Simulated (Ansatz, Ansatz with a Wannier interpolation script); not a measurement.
# YVO4 (I4_1/amd): quasiparticle bands by Wannier interpolation, part 2 of 2

Aim: the G0W0 bands of YVO4 (I4_1/amd) along the symmetry lines, with the gap off the mesh.

Ansatz 0.2.0; LDA, Wannier functions and G0W0, plane waves, PAW. Known limits of the many-body steps: not at the basis limit; no spin polarisation; no spin-orbit coupling.

So far. Step 2 (LDA bands): The gap is indirect, with the least direct gap 0.001 eV higher. Step 3 (Wannier functions (O:2p V:3d) on 8×8×8): Near the gap the model misses directly solved bands by 0.3 meV r.m.s. and by 5 meV at most in the window tested. This tests the starting bands, not the corrections carried with them.

### Step 4. G0W0 at every point of the mesh: 4×4×4 mesh, 659 empty bands, screening to 150 eV, PAW set soft_1 files

Now the one-shot GW correction: screening in the RPA, then the self-energy of the levels asked for.

This step: G0W0 on LDA, plane waves, PAW; PAW set soft_1.

input.yaml

```yaml
crystal:
  lattice:
    - [-3.55, 3.55, 3.135]
    - [3.55, -3.55, 3.135]
    - [3.55, 3.55, -3.135]
  atoms:
    - { symbol: "Y", position: [0.0, 0.0, 0.0] }
    - { symbol: "Y", position: [0.75, 0.25, 0.5] }
    - { symbol: V, position: [0.5, 0.5, 0.0] }
    - { symbol: V, position: [0.25, 0.75, 0.5] }
    - { symbol: O, position: [0.5094362024, 0.3255804878, 0.1838557146] }
    - { symbol: O, position: [0.0755804878, 0.3917247732, 0.3161442854] }
    - { symbol: O, position: [0.1417247732, 0.3255804878, 0.8161442854] }
    - { symbol: O, position: [0.0755804878, 0.7594362024, 0.6838557146] }
    - { symbol: O, position: [0.2405637976, 0.9244195122, 0.3161442854] }
    - { symbol: O, position: [0.6744195122, 0.4905637976, 0.8161442854] }
    - { symbol: O, position: [0.6082752268, 0.9244195122, 0.6838557146] }
    - { symbol: O, position: [0.6744195122, 0.8582752268, 0.1838557146] }
kpoints:
  mp_grid: { grid: [4, 4, 4] }
hamiltonian:
  xc: lda
  pseudopotentials: { kind: paw, azcp: { folder: soft_1 }, xc_functional: pbe }
scf:
  occupations: { method: fixed }
gw:
  n_empty_bands: 659
  ecut_chi: 150.0
  qp_bands: [v24, c8]
  screening: { model: contour_deformation }
```

The run is started by

```sh
$ ansatz run input.yaml --threads 4 --pin off --max-ram 18432MiB --backend cpu --events-out ev --progress --plain --runs-dir out
```

Numbers of over 12 decimals in the logs are rounded to 6 here.

Log:

```text
[...]
Crystal: 12 atoms, lattice volume = 158.035 Å³
Basis set: ecut = 420 eV, 3063 PW (Γ)
Bands: 60, of which v1, the nominal top of the filled ones, is band 48 counted from 1 (47 counted from 0)
Symmetry: 16 space group operations
[...]
k-points: 13 of 64
[...]
SCF iter   1: F=—  HF=-17672.599836 eV  |F-HF|=—  |Δ(HF+E_count)|=         —  Δρ=5.34e-2  dr2=5.14e0  ethr=3.10e-3  ⟨swp⟩=3.0  Hψ=2245  notcnv=0  defer=105
[...]
SCF iter   9: F=-17671.037249 eV  HF=-17671.037249 eV  |F-HF|=7.33e-9  |Δ(HF+E_count)|=   2.43e-7  Δρ=4.42e-6  dr2=4.26e-8  ethr=1.04e-10  ⟨swp⟩=10.2  Hψ=2998  notcnv=0
SCF 1 converged in 9 iterations: F = -17671.037249 eV  dr2 = 4.26e-8
[...]
G₀W₀ screening: q 1/13
[... further progress lines ...]
[...]
SCF converged after 9 iterations
Free energy (F): -17671.037249 eV
[...]
Internal energy: -17671.037249 eV  (E = F + TS)
E sigma→0 (E₀):  -17671.037249 eV
Fermi energy:    6.016825 eV
[...]
--- Band table (eV; the first three rows and the last of 13) ---
  k-point 0: bands = [... 44 lower, 5.6118, 5.6155, 5.6155, 6.0168, 8.9124, 9.6569, 9.8822, 9.9454, ... 8 higher]
  k-point 1: bands = [... 44 lower, 5.4166, 5.4868, 5.6318, 5.8850, 9.1806, 9.6645, 9.7770, 10.0229, ... 8 higher]
  k-point 2: bands = [... 44 lower, 5.2298, 5.2298, 5.6467, 5.6467, 9.6386, 9.6386, 9.8148, 9.8148, ... 8 higher]
  k-point 12: bands = [... 44 lower, 5.1967, 5.1967, 5.4503, 5.4503, 9.6982, 9.6982, 10.0023, 10.0023, ... 8 higher]
--- G₀W₀: contour deformation, 6 samples at zero and on the imaginary axis and 3 off it, 64 q-points, 659 empty bands' worth ---
  eigenvalues of the whole cell's RPA ε∞ on this k-mesh (on a slab, of 1 + 4πα/V) = 3.8683, 3.8683, 4.7354; static W/v taken at q = 0 is 0.241225
  bands read: the sum over 707 bands ends inside a degenerate multiplet in 5 slots, whose members it reads at an even weight; the widest, k=2: bands 707 to 708 (counted from 1) at 1/2 each
    ik  band        ε_KS         Σx   Σc(E_QP)       V_xc       Z   E_QP_lin       E_QP  E_QP is
     0    25      1.7657   -24.3221     5.0881   -18.7974  0.6245     1.3344     1.3291  root
     0    26      2.2018   -24.5459     4.7608   -19.2294  0.6950     1.6329     1.6461  root
     0    27      2.3720   -22.6254     4.9813   -17.1442  0.6371     1.8528     1.8721  root
     0    28      2.4149   -25.4983     4.6220   -20.3877  0.6965     1.9181     1.9265  root
     0    29      2.6734   -24.4402     4.5533   -19.3998  0.6873     2.1752     2.1863  root
     0    30      2.6734   -24.4402     4.5533   -19.3998  0.6873     2.1752     2.1863  root
     0    31      3.0471   -24.2321     4.3700   -19.3213  0.7004     2.4964     2.5063  root
     0    32      3.1554   -24.7796     4.6382   -19.5233  0.7153     2.5269     2.5373  root
     0    33      3.1554   -24.7796     4.6382   -19.5233  0.7153     2.5269     2.5373  root
     0    34      3.4188   -26.8549     4.2349   -22.2354  0.7157     3.0309     3.0342  root
     0    35      3.4188   -26.8549     4.2349   -22.2354  0.7157     3.0309     3.0342  root
     0    36      3.4855   -24.6243     4.5938   -19.3610  0.7215     2.8042     2.8160  root
     0    37      3.6792   -26.7740     4.2308   -22.0973  0.7268     3.2297     3.2334  root
     0    38      4.2151   -24.9499     3.9468   -20.5613  0.7084     3.7687     3.7734  root
[...]
12    52     10.0023   -16.9884    -6.1034   -24.8776  0.7226    11.8513    11.7881  root
    12    53     10.8164   -16.2903    -5.8324   -23.8758  0.7399    12.6256    12.5694  root
    12    54     10.8164   -16.2903    -5.8324   -23.8758  0.7399    12.6256    12.5694  root
    12    55     11.2900   -15.8869    -5.6943   -23.3173  0.7481    13.0801    13.0262  root
    12    56     11.2900   -15.8869    -5.6943   -23.3173  0.7481    13.0801    13.0262  root
```

Wall time 54 min (4 threads of Arm Neoverse V2, shared host); peak memory 3.5 GiB; 3.6 h of CPU time.

This step gave:

```
bands summed                                 : 707
RPA ε∞ on this mesh (eigenvalues)            : 3.868, 3.868, 4.735
plane waves in the screening matrix          : 663
q-points in the mesh                         : 64
G0W0 gap on the mesh                         : 5.175 eV
k of the valence top                         : 0, 0, 0
k of the conduction bottom                   : 0, 0, 0
starting gap on the mesh                     : 2.896 eV
Z at the valence top                         : 0.7324
Z at the conduction bottom                   : 0.7532
least direct G0W0 gap on the computed points : 5.175 eV
```

The gap on the mesh goes from 2.90 eV to 5.17 eV, a correction of +2.28 eV. Between the two edge states, bare exchange in place of the xc potential would open the gap by 12.56 eV, and correlation takes back 10.29 eV.

### Step 5. Interpolating the corrections

A script adds the corrections, carried to the Wannier functions and back, to the LDA levels, along the path and on a 13×13×13 mesh.

```
G0W0 gap over the zone     : 5.175 eV
valence top at             : Γ
conduction bottom at       : Γ
starting gap over the zone : 2.896 eV
least direct G0W0 gap      : 5.175 eV
G0W0 gap on the mesh       : 5.175 eV
valence width, start       : 4.251 eV
valence width, G0W0        : 4.118 eV
gap by a rigid shift       : 5.175 eV
```

Levels solved directly plus the interpolated quasiparticle correction. Limits: finite bands, cutoff and mesh; no spin polarisation; no spin-orbit coupling. Quasiparticle bands along the path, in eV, zero at the valence-band top of each set:

```tsv
point	band 45	band 46	band 47	band 48	band 49	band 50	band 51	band 52
Γ	-0.40	-0.39	-0.39	0.00	5.17	6.09	6.26	6.27
X	-0.81	-0.81	-0.39	-0.39	6.00	6.00	6.14	6.14
M	-0.84	-0.84	-0.58	-0.58	6.11	6.11	6.34	6.34
Γ	-0.40	-0.39	-0.39	0.00	5.17	6.09	6.26	6.27
Z	-0.89	-0.89	-0.50	-0.50	6.11	6.13	6.24	6.40
jump to Z0	-0.89	-0.89	-0.50	-0.50	6.11	6.13	6.24	6.40
M	-0.84	-0.84	-0.58	-0.58	6.11	6.11	6.34	6.34
jump to X	-0.81	-0.81	-0.39	-0.39	6.00	6.00	6.14	6.14
P	-0.92	-0.92	-0.35	-0.35	6.19	6.19	6.20	6.20
N	-0.88	-0.82	-0.17	-0.13	6.03	6.16	6.18	6.20
Γ	-0.40	-0.39	-0.39	0.00	5.17	6.09	6.26	6.27
```

The same for LDA:

```tsv
point	band 45	band 46	band 47	band 48	band 49	band 50	band 51	band 52
Γ	-0.41	-0.40	-0.40	0.00	2.90	3.64	3.86	3.93
X	-0.79	-0.79	-0.37	-0.37	3.62	3.62	3.80	3.80
M	-0.82	-0.82	-0.57	-0.57	3.68	3.68	3.98	3.98
Γ	-0.41	-0.40	-0.40	0.00	2.90	3.64	3.86	3.93
Z	-0.86	-0.86	-0.49	-0.49	3.68	3.72	3.90	4.03
Z0	-0.86	-0.86	-0.49	-0.49	3.68	3.72	3.90	4.03
M	-0.82	-0.82	-0.57	-0.57	3.68	3.68	3.98	3.98
X	-0.79	-0.79	-0.37	-0.37	3.62	3.62	3.80	3.80
P	-0.88	-0.88	-0.32	-0.32	3.81	3.81	3.84	3.84
N	-0.89	-0.78	-0.16	-0.15	3.69	3.80	3.80	3.83
Γ	-0.41	-0.40	-0.40	0.00	2.90	3.64	3.86	3.93
```

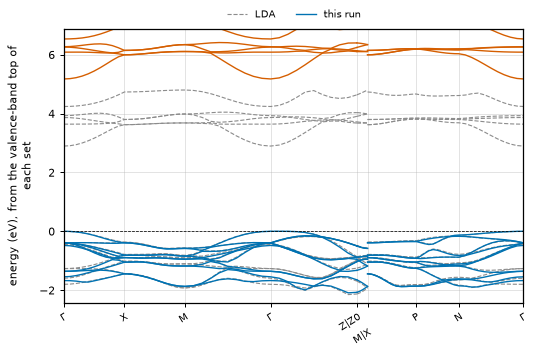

Quasiparticle bands along the path; lines of filled and empty bands in two colours; dashed: LDA.

Minima of the lowest conduction band, from levels solved directly at the displaced points, plus the interpolated correction; masses are left empty at degenerate points, on flat bands and where the interpolated correction rules the curvature; G0W0 masses are rough. Conduction valleys, by row:

```tsv
point	k (reciprocal lattice)	valleys in the zone	G0W0 level above the valence top (eV)	LDA level above the valence top (eV)	G0W0 principal masses (m_e)	LDA principal masses (m_e)
Γ	0.000 0.000 0.000	1	5.175	2.896	0.844 1.432 1.432	0.857 1.269 1.269
-	-0.280 -0.280 0.280	2	6.059	3.737	-	-
```

Second differences of levels solved directly at the displaced points, plus the interpolated correction, at the quasiparticle band edges; no spin-orbit coupling; left empty where the band is flat or the interpolated correction rules the curvature. Effective masses, by row:

```tsv
carrier	point	Cartesian direction	band	LDA mass (m_e)	G0W0 mass (m_e)
hole	Γ	100	48	2.699	2.928
hole	Γ	010	48	2.699	2.928
hole	Γ	110	48	2.375	2.551
hole	Γ	111	48	4.187	4.408
electron	Γ	100	49	1.252	1.411
electron	Γ	010	49	1.252	1.411
electron	Γ	001	49	0.853	0.841
electron	Γ	110	49	1.324	1.504
electron	Γ	111	49	1.081	1.149
```

The density of states has structure finer than the step of the table below, so its rows give means over 0.5 eV, whole bins alone (the curve runs from -5 to 7.4 eV). Peaks (eV: height): G0W0 -3.60: 17.9, -3.00: 14.1, -2.00: 18.3, -1.00: 14.0, 6.20: 19.0; LDA -3.70: 17.3, -3.00: 13.0, -2.00: 16.5, -1.00: 14.4, 3.80: 19.0, 5.40: 11.2.

Wannier model on a dense mesh, Gaussian width 0.15 eV. Limits: finite bands, cutoff and mesh; no spin polarisation; no spin-orbit coupling. Table of density of states by energy, zero at the valence-band top of each set; means over each step; values in states/eV/cell:

```tsv
energy (eV)	G0W0	LDA
-4.5	0.0206	0.136
-4.0	4.79	7.64
-3.5	15.6	14.1
-3.0	12.6	11.6
-2.5	10.8	11.2
-2.0	15.2	14.2
-1.5	10.3	9.71
-1.0	12.6	12.8
-0.5	10.9	11.3
0.0	3.21	3.30
0.5	0.00492	0.00502
1.0	0	0
1.5	0	0
2.0	0	0
2.5	0	0.00400
3.0	0	0.491
3.5	0	7.02
4.0	0	8.56
4.5	0	4.13
5.0	0.0788	7.58
5.5	1.02	9.72
6.0	10.7	2.49
6.5	5.03	0.00438
7.0	5.77	0
```

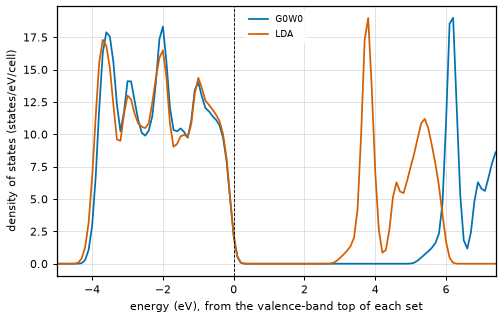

Density of states, plotted against energy.

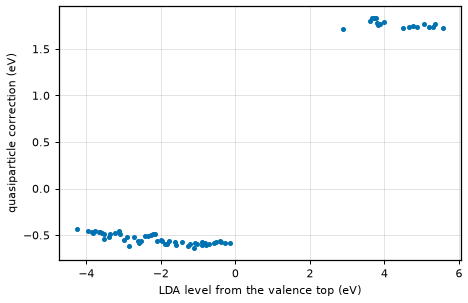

The correction of every computed level, on the run's own energy scale, against its starting energy.

### Step 6. LDA+SOC bands, for comparison

Spin-orbit coupling can split or shift the edges; a non-collinear run measures by how much.

This step: DFT, LDA with spin-orbit coupling, plane waves, PAW; PAW set soft_1.

Changes to input.yaml since step 4:

```diff
@@ -20,11 +20,18 @@
   mp_grid: { grid: [4, 4, 4] }
+  band_path:
+    path:
+      - [[0.0, 0.0, 0.0], [0.0, 0.0, 0.5], [-0.5, 0.5, 0.5], [0.0, 0.0, 0.0], [0.44496578, 0.44496578, -0.44496578]]
+      - [[-0.44496578, 0.55503422, 0.44496578], [-0.5, 0.5, 0.5]]
+      - [[0.0, 0.0, 0.5], [0.25, 0.25, 0.25], [0.0, 0.5, 0.0], [0.0, 0.0, 0.0]]
+    npoints: 10
 hamiltonian:
   xc: lda
-  pseudopotentials: { kind: paw, azcp: { folder: soft_1 }, xc_functional: pbe }
+  pseudopotentials: { kind: paw_fr, azcp: { folder: soft_1 }, xc_functional: pbe }
 scf:
-  occupations: { method: fixed }
-gw:
-  n_empty_bands: 659
-  ecut_chi: 150.0
-  qp_bands: [v24, c8]
-  screening: { model: contour_deformation }
+  occupations: { method: fermi_dirac, width: 0.02 }
+  n_extra_bands: 16
+magnetization:
+  noncollinear: true
+  spin_orbit: true
+output:
+  eigenvalues: true
```

Log:

```text
[...]
non-collinear run that drives no moment, with spin-orbit: no starting moment large enough to seed its density (crystal.atoms[].spin), no starting occupations that ask for one, no magnetisation constraint and no magnetic field, so the semilocal B_xc is pinned to zero
Crystal: 12 atoms, lattice volume = 158.035 Å³
Basis set: ecut = 420 eV, 3063 PW (Γ)
Bands: 112, of which v1, the nominal top of the filled ones, is band 96 counted from 1 (95 counted from 0)
Symmetry: 16 space group operations + 16 with time reversal
[...]
k-points: 13 of 64
Projection manifold: j_resolved (fully-relativistic pseudo-atomic orbitals)
[...]
SCF iter   1: F=—  HF=-17674.176898 eV  |F-HF|=—  |Δ(HF+E_count)|=         —  Δρ=5.33e-2  dr2=5.13e0  dr2_m=0.00e0 (ungated)  ethr=3.10e-3  |M|=0.00e0 ∫|m|=0.00e0 μB  |m|>n=0.0e0 m-floor=0.0e0 τ_xc=0.0e0  β_m=0.30  ⟨swp⟩=5.1  Hψ=3049  notcnv=0
[...]
spin=Noncollinear: Resta preconditioning applied to the charge; magnetization (m_x, m_y, m_z) channels mix plain (no charge-response kernel on spin).
SCF iter   2: F=—  HF=-17673.492162 eV  |F-HF|=—  |Δ(HF+E_count)|=   6.85e-1  Δρ=3.76e-2  dr2=2.55e0  dr2_m=0.00e0 (ungated)  ethr=3.10e-3  |M|=0.00e0 ∫|m|=0.00e0 μB  |m|>n=0.0e0 m-floor=0.0e0 τ_xc=0.0e0  β_m=0.57  ⟨swp⟩=2.0  Hψ=898  notcnv=0  defer=102
[...]
SCF iter  10: F=-17672.618340 eV  HF=-17672.618340 eV  |F-HF|=1.13e-8  |Δ(HF+E_count)|=   2.28e-8  Δρ=2.83e-6  dr2=1.80e-8  dr2_m=0.00e0 (ungated)  ethr=1.04e-10  |M|=0.00e0 ∫|m|=0.00e0 μB  |m|>n=0.0e0 m-floor=0.0e0 τ_xc=0.0e0  ⟨swp⟩=10.7  Hψ=2208  notcnv=0
SCF 1 converged in 10 iterations: F = -17672.618340 eV  dr2 = 1.80e-8
[...]
SCF converged after 10 iterations
Magnetization: |M| = 0.0000 μB,  M = (+0.0000, +0.0000, +0.0000) μB
Absolute magnetization: 0.0000 μB (∫|m|)
  site 0: m = (+0.0000, +0.0000, +0.0000) μB, |m| = 0.0000 μB  (R = 0.95 Å)
  site 1: m = (+0.0000, +0.0000, +0.0000) μB, |m| = 0.0000 μB  (R = 0.95 Å)
  site 2: m = (+0.0000, +0.0000, +0.0000) μB, |m| = 0.0000 μB  (R = 0.70 Å)
  site 3: m = (+0.0000, +0.0000, +0.0000) μB, |m| = 0.0000 μB  (R = 0.70 Å)
  site 4: m = (+0.0000, +0.0000, +0.0000) μB, |m| = 0.0000 μB  (R = 0.70 Å)
  site 5: m = (+0.0000, +0.0000, +0.0000) μB, |m| = 0.0000 μB  (R = 0.70 Å)
  site 6: m = (+0.0000, +0.0000, +0.0000) μB, |m| = 0.0000 μB  (R = 0.70 Å)
  site 7: m = (+0.0000, +0.0000, +0.0000) μB, |m| = 0.0000 μB  (R = 0.70 Å)
  site 8: m = (+0.0000, +0.0000, +0.0000) μB, |m| = 0.0000 μB  (R = 0.70 Å)
  site 9: m = (+0.0000, +0.0000, +0.0000) μB, |m| = 0.0000 μB  (R = 0.70 Å)
  site 10: m = (+0.0000, +0.0000, +0.0000) μB, |m| = 0.0000 μB  (R = 0.70 Å)
  site 11: m = (+0.0000, +0.0000, +0.0000) μB, |m| = 0.0000 μB  (R = 0.70 Å)
Free energy (F): -17672.618340 eV
[...]
Internal energy: -17672.618340 eV  (E = F + TS)
E sigma→0 (E₀):  -17672.618340 eV
Fermi energy:    7.470059 eV
[...]
--- Band table (eV; the first three rows and the last of 13) ---
  k-point 0: bands = [... 92 lower, 5.6239, 5.6239, 6.0170, 6.0170, 8.9125, 8.9125, 9.6570, 9.6570, ... 12 higher]
  k-point 1: bands = [... 92 lower, 5.6319, 5.6319, 5.8852, 5.8852, 9.1806, 9.1806, 9.6645, 9.6645, ... 12 higher]
  k-point 2: bands = [... 92 lower, 5.6468, 5.6468, 5.6468, 5.6468, 9.6384, 9.6384, 9.6384, 9.6384, ... 12 higher]
  k-point 12: bands = [... 92 lower, 5.4509, 5.4509, 5.4509, 5.4509, 9.6979, 9.6979, 9.6979, 9.6979, ... 12 higher]
```

Run time: 88 s. Hardware: 4 threads; peak memory 2.1 GiB; 5.8 min of CPU time.

Numbers from this step:

- filled bands: 96
- gap: 2.895 eV
- valence top at: k = (0.044, 0.044, -0.044)
- conduction bottom at: Γ
- least direct gap: 2.896 eV

The gap is that of LDA.

### Step 7. Outcome

```yaml
lda_gap: 2.90 eV
g0w0_gap_over_the_zone: 5.17 eV, direct
least_direct_g0w0_gap_in_the_model: 5.17 eV
with_the_spin_orbit_change: 5.17 eV
gw_settings: 4×4×4 mesh, 659 empty bands, screening to 150 eV, PAW set soft_1 files
known_limits: not at the basis limit; no spin polarisation; no spin-orbit coupling
```

In words: The Wannier model follows the LDA bands to under 1 meV r.m.s. near the gap. The G0W0 gap over the zone is 5.17 eV, direct, from Γ to Γ; on the mesh alone it is 5.17 eV, nearly the same. The valence width in the model goes from 4.25 eV to 4.12 eV. At the band edge the lightest electron mass is 0.85 m_e at the start and 0.84 m_e in G0W0; the G0W0 masses rest on corrections from the 4×4×4 mesh alone and are rough. LDA+SOC gives a gap of 2.89 eV on the same path, a spin-orbit change of −0.0001 eV that would bring the G0W0 gap to 5.17 eV. Bands and cutoff are finite, so the gap is not at the basis limit. The miss can reach some tenths of an eV and take either sign; the mesh is an error of its own. Above the frozen window of the model the interpolated levels need not meet the computed ones, even at points of the mesh. The runs have no spin polarisation. For a closed low-spin shell that is the natural state; where a d or f shell is open it is a constraint, and the gap is then not the crystal's own.

[Paths, hosts, dates, memory and timing lines, banners, echoed tables and standing remarks are left out of the program output.]

[Logs are printed without paths, hosts, clocks, repeated set-up lines and the standing remarks that a program may print on its own settings, such as how far it seeks lower states.]

[Runs of the session that timed out or met a known fault of the program may be left out.]

[Hosts, paths, dates, database ids (printed as entryN), source tags and the programs' standing remarks are cut or masked in the printed files.]
